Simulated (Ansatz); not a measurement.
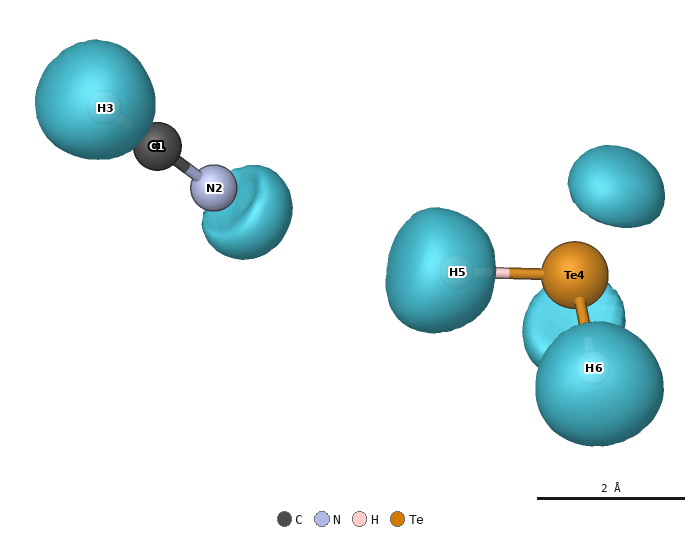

Figure 1: HCN···H2Te (SMILES C#N.[TeH2]). Isosurface of the electron localisation function at 0.9 (cyan), seen at an oblique angle. Only the valence region is drawn (cores and ρ < 0.01 e/Å³ removed).

Geometry: rigid move from PBE0-D4/def2-TZVP; core potentials replace the inner electrons of Te.

Method: RKS PBE0-D4/def2-TZVPPD (Ansatz 0.2.0).

| atom | x (Å) | y (Å) | z (Å) |
| --- | --- | --- | --- |
| C | -0.0116 | -0.0220 | -2.4151 |
| N | 0.3215 | 0.2832 | -1.3627 |
| H | -0.3223 | -0.3067 | -3.3974 |
| Te | -0.4020 | 0.5658 | 3.8122 |
| H | 0.1337 | 0.3737 | 2.2578 |
| H | 0.2861 | -0.8741 | 4.2536 |

Q: Where are the electrons localised?

A: At this value the surface marks out three regions around hydrogen nuclei, one lobe on N, pointing away from the bonds (lone pairs) and two lobes on Te, pointing away from the bonds (lone pairs). Profiles from the grid: C–N (1.15 Å): the ELF peaks at about 0.85 between the atoms: a multiple bond. C–H (1.07 Å): the ELF climbs to about 1 towards the hydrogen, as it does in any bond to H (a covalent bond by its length).
